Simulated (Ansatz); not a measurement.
**One shape, several levels: [SiF5]− (SMILES F[Si-](F)(F)(F)F)**

Aim: a comparison of 6 runs (B3LYP/6-31G*, wB97M-V/6-31G*, wB97X/6-31G*, BCCD(T)/6-31G*, CCSD/6-31G*, CCSD(T)/6-31G*) of [SiF5]−. 

Program for the calculation: Ansatz 0.2.0.

16 further runs of the same task are left out: 14 that didn't finish, 2 set aside as unsound or not needed. Runs told in other sessions of the task aren't counted.

### 1 The molecule

[SiF5]− has 6 atoms, charge -1, and is taken as a singlet. As SMILES, `F[Si-](F)(F)(F)F`. The coordinates come from a PBE0-D4/def2-TZVPD relaxation.

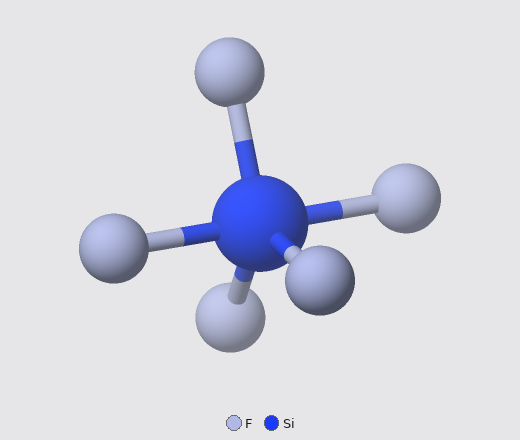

The structure, seen from a chosen angle (fluorine light blue, silicon blue).

### 2 The energy at B3LYP/6-31G(d) (spherical functions) (run 1)

run.yaml reads:

```yaml
basis:
  gaussian: {orbitals: 6-31G_st_-spherical.json}
crystal:
  periodic: [false, false, false]
  atoms:
    - {symbol: F, position_ang: [-0.716900, -1.106000, 1.023500]}
    - {symbol: Si, position_ang: [-0.000000, -0.000000, -0.000000]}
    - {symbol: F, position_ang: [-1.466700, 0.583500, -0.396400]}
    - {symbol: F, position_ang: [0.651500, -1.218400, -0.860200]}
    - {symbol: F, position_ang: [0.716500, 1.105800, -1.024000]}
    - {symbol: F, position_ang: [0.815500, 0.635100, 1.257000]}
total_charge: -1
accuracy: high
hamiltonian: {xc: {name: B3LYP}}
output: {orbitals: {seedname: orbitals}}
```

The basis set 6-31G* is read from a file made from the Basis Set Exchange's data (not shown).

On the command line:

```
$ ansatz run run.yaml --threads 1 --pin off --max-ram 3480MiB --events-out events.jsonl --progress --plain --runs-dir runs
```

Output:

```text
Warning: RAYON_NUM_THREADS=1 ignored (pool sized by the plan → 1); use --threads N
Functional definition: B3LYP
  name "B3LYP"
  parameter a0 = 0.2
  parameter ax = 0.72
  parameter ac = 0.81
  exchange = (1 - a0 - ax)*slater_x + ax*b88_x + a0*exact_x
  correlation = (1 - ac)*vwn_rpa_c + ac*lyp_c
1915 factors; integrals over basis functions are off by at most 3.6e-9 eV
mean field evaluation 1: about -21468.9213 eV, gradient 3.3e1 eV
mean field evaluation 2: about -21467.7202 eV, gradient 4.5e1 eV
mean field evaluation 4: about -21470.6277 eV, gradient 3.9e-1 eV
mean field evaluation 8: about -21470.7997 eV, gradient 5.6e-3 eV
mean field evaluation 16: about -21470.7998 eV, gradient 3.9e-7 eV
mean field -21470.79975311 eV, -789.0373374960 hartree, gradient 8.1e-8 eV, S^2 0.000000; 0 other end points of the search recorded, 0 dependent functions left out
reference -21470.79978951 eV, -789.0373388338 hartree; 30, 30 occupied and 58, 58 virtual orbitals, 1915 factors
Total energy: -21470.79978951 eV, -789.0373388338 hartree
```

Run time: 8.1 s. Hardware: 1 thread of Arm Neoverse V1, shared host; peak memory 0.31 GiB.

### 3 The energy at wB97M-V/6-31G(d) (spherical functions) (run 2)

job.yaml reads:

```yaml
basis:
  gaussian: {orbitals: 6-31G_st_-spherical.json}
crystal:
  periodic: [false, false, false]
  atoms:
    - {symbol: F, position_ang: [-0.716900, -1.106000, 1.023500]}
    - {symbol: Si, position_ang: [-0.000000, -0.000000, -0.000000]}
    - {symbol: F, position_ang: [-1.466700, 0.583500, -0.396400]}
    - {symbol: F, position_ang: [0.651500, -1.218400, -0.860200]}
    - {symbol: F, position_ang: [0.716500, 1.105800, -1.024000]}
    - {symbol: F, position_ang: [0.815500, 0.635100, 1.257000]}
total_charge: -1
magnetization: {spin_polarized: false, initial_magnetization: 0}
hamiltonian: {xc: {name: wB97M-V}}
accuracy: high
output: {orbitals: {seedname: orbitals}}
```

The basis set 6-31G* is read from a file made from the Basis Set Exchange's data (not shown).

On the command line:

```
$ ansatz run job.yaml --threads 1 --pin off --max-ram 3480MiB --events-out events.jsonl --progress --plain --runs-dir runs
```

Output:

```text
Warning: RAYON_NUM_THREADS=1 ignored (pool sized by the plan → 1); use --threads N
Functional definition: wB97M-V
  name "wB97M-V"
  parameter omega = 0.3/bohr
  parameter cx = 0.15
  parameter cx01 = 1.007
  parameter cx10 = 0.259
  parameter css00 = 0.443
  parameter css04 = -1.437
  parameter css10 = -4.535
  parameter css20 = -3.390
  parameter css43 = 4.278
  parameter cos00 = 1.000
  parameter cos10 = 1.358
  parameter cos20 = 2.924
  parameter cos21 = -8.812
  parameter cos60 = -1.390
  parameter cos61 = 9.142
  parameter b = 6.0
  parameter c = 0.01
  gx(w, u) = 1 - cx + cx01*u + cx10*w
  gss(w, u) = css00 + css04*u^4 + css10*w + css20*w^2 + css43*w^4*u^3
  gos(w, u) = cos00 + cos10*w + (cos20 + cos21*u)*w^2 + (cos60 + cos61*u)*w^6
  exchange = spin_sum(e_x_unif_sr(omega)*gx(b97_w, b97_u_x)) + cx*exact_x_sr(omega) + exact_x_lr(omega)
  correlation = spin_sum(e_c_pw_mod_same_spin*gss(b97_w, b97_u_same))
      + integral(e_c_pw_mod_opposite_spin*gos(b97_w_opposite, b97_u_opposite)) + vv10(b, c)
1915 factors; integrals over basis functions are off by at most 3.6e-9 eV
334 factors; integrals over basis functions are off by at most 1.5e-9 eV
mean field evaluation 1: about -21464.9919 eV, gradient 3.3e1 eV
mean field evaluation 2: about -21465.8082 eV, gradient 3.0e1 eV
mean field evaluation 4: about -21467.0516 eV, gradient 5.1e-1 eV
mean field evaluation 8: about -21467.1826 eV, gradient 1.1e-1 eV
mean field evaluation 16: about -21467.1826 eV, gradient 1.2e-6 eV
mean field -21467.18258570 eV, -788.9044090453 hartree, gradient 7.0e-8 eV, S^2 0.000000; 0 other end points of the search recorded, 0 dependent functions left out
reference -21467.18259034 eV, -788.9044092160 hartree; 30, 30 occupied and 58, 58 virtual orbitals, 1915 factors
Total energy: -21467.18259034 eV, -788.9044092160 hartree
```

It took 74 s on 1 thread of Arm Neoverse V1, shared host; peak memory 0.58 GiB.

### 4 A single-point energy at wB97X/6-31G(d) (spherical functions) (run 3)

molecule.yaml reads:

```yaml
crystal:
  periodic: [false, false, false]
  atoms:
    - {symbol: F, position_ang: [-0.716900, -1.106000, 1.023500]}
    - {symbol: Si, position_ang: [-0.000000, -0.000000, -0.000000]}
    - {symbol: F, position_ang: [-1.466700, 0.583500, -0.396400]}
    - {symbol: F, position_ang: [0.651500, -1.218400, -0.860200]}
    - {symbol: F, position_ang: [0.716500, 1.105800, -1.024000]}
    - {symbol: F, position_ang: [0.815500, 0.635100, 1.257000]}
basis:
  gaussian: {orbitals: 6-31G_st_-spherical.json}
total_charge: -1
hamiltonian: {xc: {name: wB97X}}
accuracy: high
output: {orbitals: {seedname: orbitals}}
```

The basis set 6-31G* is read from a file made from the Basis Set Exchange's data (not shown).

On the command line:

```
$ ansatz run molecule.yaml --threads 1 --pin off --max-ram 3480MiB --events-out events.jsonl --progress --plain --runs-dir runs
```

Output:

```text
Warning: RAYON_NUM_THREADS=1 ignored (pool sized by the plan → 1); use --threads N
Functional definition: wB97X
  name "wB97X"
[... 1 set-up line as earlier in the session ...]
  parameter cx = 0.157706
  parameter cx1 = 0.726479
  parameter cx2 = 1.04760
  parameter cx3 = -5.70635
  parameter cx4 = 13.2794
  parameter css1 = -4.33879
  parameter css2 = 18.2308
  parameter css3 = -31.7430
  parameter css4 = 17.2901
  parameter cos1 = 2.37031
  parameter cos2 = -11.3995
  parameter cos3 = 6.58405
  parameter cos4 = -3.78132
  exchange = spin_sum(e_x_unif_sr(omega)*poly(b97_u_x, 1 - cx, cx1, cx2, cx3, cx4)) + cx*exact_x_sr(omega)
      + exact_x_lr(omega)
  correlation = spin_sum(e_c_pw_same_spin*poly(b97_u_same, 1, css1, css2, css3, css4))
      + integral(e_c_pw_opposite_spin*poly(b97_u_opposite, 1, cos1, cos2, cos3, cos4))
1915 factors; integrals over basis functions are off by at most 3.6e-9 eV
334 factors; integrals over basis functions are off by at most 1.5e-9 eV
mean field evaluation 1: about -21465.2580 eV, gradient 3.5e1 eV
mean field evaluation 2: about -21466.0796 eV, gradient 3.1e1 eV
mean field evaluation 4: about -21467.4253 eV, gradient 4.8e-1 eV
mean field evaluation 8: about -21467.5592 eV, gradient 1.1e-1 eV
mean field evaluation 16: about -21467.5593 eV, gradient 1.4e-6 eV
mean field -21467.55925164 eV, -788.9182512636 hartree, gradient 4.8e-8 eV, S^2 0.000000; 0 other end points of the search recorded, 0 dependent functions left out
reference -21467.55924851 eV, -788.9182511486 hartree; 30, 30 occupied and 58, 58 virtual orbitals, 1915 factors
Total energy: -21467.55924851 eV, -788.9182511486 hartree
```

It took 26 s on 1 thread of Arm Neoverse V1, shared host; peak memory 0.52 GiB.

Runs 4 to 5 aren't shown in full; the table further down has their settings and results.

### 5 A single-point energy at CCSD(T)/6-31G(d) (spherical functions) (run 6)

run.yaml: that of step 2 with these lines changed.

```diff
@@ -1,3 +1 @@
-basis:
-  gaussian: {orbitals: 6-31G_st_-spherical.json}
 crystal:
@@ -11,5 +9,11 @@
     - {symbol: F, position_ang: [0.815500, 0.635100, 1.257000]}
+basis:
+  gaussian:
+    orbitals: 6-31G_st_-spherical.json
 total_charge: -1
+correlation:
+  method: ccsd_t
+  frozen_orbitals: {F: 1, Si: 5}
 accuracy: high
-hamiltonian: {xc: {name: B3LYP}}
-output: {orbitals: {seedname: orbitals}}
+scf:
+  omitted_lower_state_checks: [cluster_reference, increment]
```

The basis set 6-31G* is read from a file made from the Basis Set Exchange's data (not shown).

On the command line:

```
$ ansatz run run.yaml --threads 1 --pin off --max-ram 3480MiB --events-out events.jsonl --progress --plain --runs-dir runs
```

Output:

```text
Warning: RAYON_NUM_THREADS=1 ignored (pool sized by the plan → 1); use --threads N
Functional definition: HF
  name "HF"
  exchange = exact_x
  correlation = 0
these checks for a lower state are left out or cut short: cluster_reference, increment
1915 factors; integrals over basis functions are off by at most 3.6e-9 eV
mean field evaluation 1: about -21398.5415 eV, gradient 3.3e1 eV
mean field evaluation 2: about -21398.6284 eV, gradient 3.3e1 eV
mean field evaluation 4: about -21400.6182 eV, gradient 2.2e0 eV
mean field evaluation 8: about -21400.6303 eV, gradient 6.0e-2 eV
mean field -21400.63031371 eV, -786.4586581605 hartree, gradient 1.9e-8 eV, S^2 0.000000; 0 other end points of the search recorded, 0 dependent functions left out
10 core orbitals not correlated: weight in the atoms' cores, before any rotation towards them, 1.000 or more for the frozen orbitals, at most 0.000 for the correlated occupied ones
reference -21400.63031371 eV, -786.4586581605 hartree; 20, 20 occupied and 58, 58 virtual orbitals, 1915 factors
second order -25.78107278 eV of doubles, -0.00000000 eV of singles
cycle   1  -25.37267745 eV  change    4.1e-1 eV  update   1.0e-1
cycle   2  -25.83455655 eV  change   -4.6e-1 eV  update   2.5e-2
cycle   3  -25.94058374 eV  change   -1.1e-1 eV  update   1.2e-2
cycle   4  -25.93740528 eV  change    3.2e-3 eV  update   1.8e-3
cycle   5  -25.93542389 eV  change    2.0e-3 eV  update   6.9e-4
cycle   6  -25.93535159 eV  change    7.2e-5 eV  update   1.8e-4
cycle   7  -25.93526575 eV  change    8.6e-5 eV  update   4.9e-5
cycle   8  -25.93521869 eV  change    4.7e-5 eV  update   1.1e-5
cycle   9  -25.93521715 eV  change    1.5e-6 eV  update   2.9e-6
cycle  10  -25.93522012 eV  change   -3.0e-6 eV  update   8.0e-7
cycle  11  -25.93522004 eV  change    8.3e-8 eV  update   2.3e-7
cycle  12  -25.93522032 eV  change   -2.8e-7 eV  update   7.4e-8
cycle  13  -25.93522036 eV  change   -4.1e-8 eV  update   2.6e-8
cycle  14  -25.93521972 eV  change    6.4e-7 eV  update   1.1e-7
cycle  15  -25.93521969 eV  change    2.3e-8 eV  update   2.4e-8
cycle  16  -25.93521966 eV  change    3.7e-8 eV  update   6.8e-9
cycle  17  -25.93521965 eV  change    4.2e-9 eV  update   1.9e-9
perturbative correction -0.40367710 eV, -0.0148348597 hartree
Total energy: -21426.96921046 eV, -787.4265947630 hartree
Checks for a lower state left out: cluster_reference, increment
```

It took 34 s on 1 thread of Arm Neoverse V1, shared host; peak memory 0.53 GiB.

### 6 All runs side by side

| run | level | frozen core orbitals | energy (Eh) | wall time |
| --- | --- | --- | --- | --- |
| 1 | B3LYP/6-31G* (spherical functions) | – | -789.037339 | 8.1 s |
| 2 | wB97M-V/6-31G* (spherical functions) | – | -788.904409 | 74 s |
| 3 | wB97X/6-31G* (spherical functions) | – | -788.918251 | 26 s |
| 4 | BCCD(T)/6-31G* (spherical functions) | 10 | -787.427093 | 41 s |
| 5 | CCSD/6-31G* (spherical functions) | 10 | -787.411760 | 23 s |
| 6 | CCSD(T)/6-31G* (spherical functions) | 10 | -787.426595 | 34 s |

### 7 What came out

```
                                           quantity          value
                                run 6: total energy  -787.42659 Eh
run 6: correlation energy (10 core orbitals frozen)     -967.9 mEh
                              run 6: (T) correction     -14.83 mEh
                               run 6: T1 diagnostic          0.011
```

**Reading.** Over runs 1, 2, 3 the HOMO–LUMO gap runs from 11.28 eV (B3LYP/6-31G*) to 16.91 eV (wB97X/6-31G*). The empty levels of an anion lie above zero and hang on the basis. Totals of different functionals can't be ranked against each other. All runs together took 3.4 min, the longest 74 s.
